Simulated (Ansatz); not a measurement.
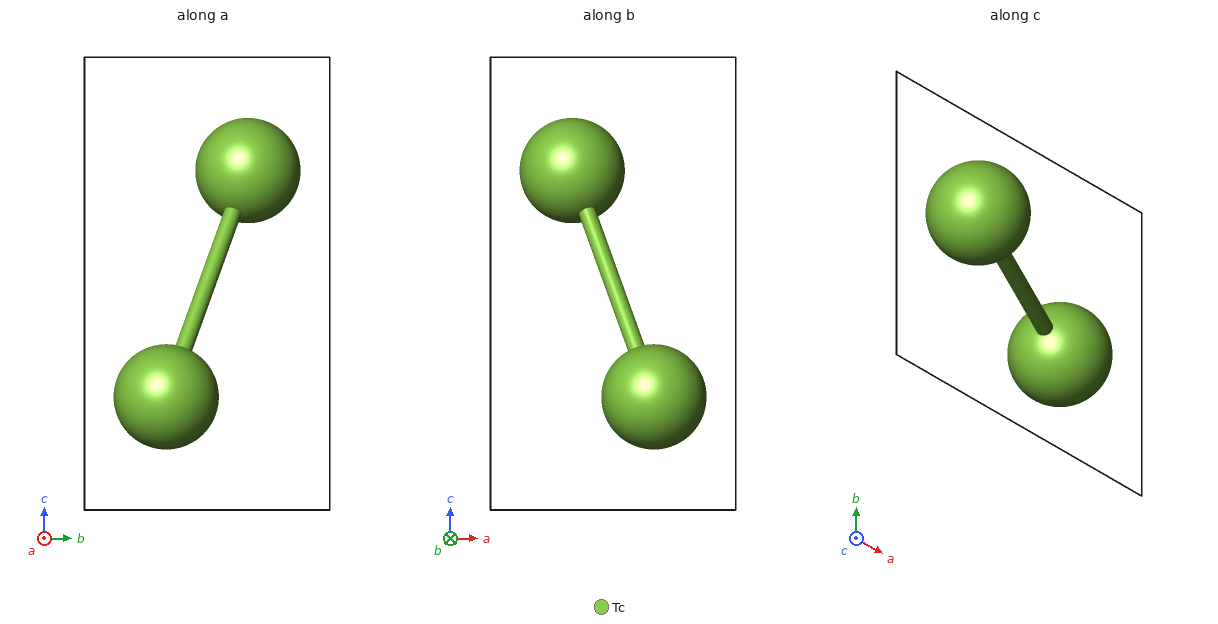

An orthographic ball-and-stick view of the structure, along the a axis, along the b axis and along the c axis. The conventional unit cell is drawn as a box.

Lattice parameters: a = 2.752 Å, b = 2.752 Å, c = 4.401 Å, α = 90.00°, β = 90.00°, γ = 120.00°.

Record the structure as a table of Wyckoff sites.

Space group P6_3/mmc (No. 194).
| atom | site | x | y | z |
| --- | --- | --- | --- | --- |
| Tc | 2d | 0.3333 | 0.6667 | 0.7500 |

Provenance: the standard structure of this element. Earlier steps of the study may have refined or changed the cell and positions. It was the input of a calculation with Ansatz.
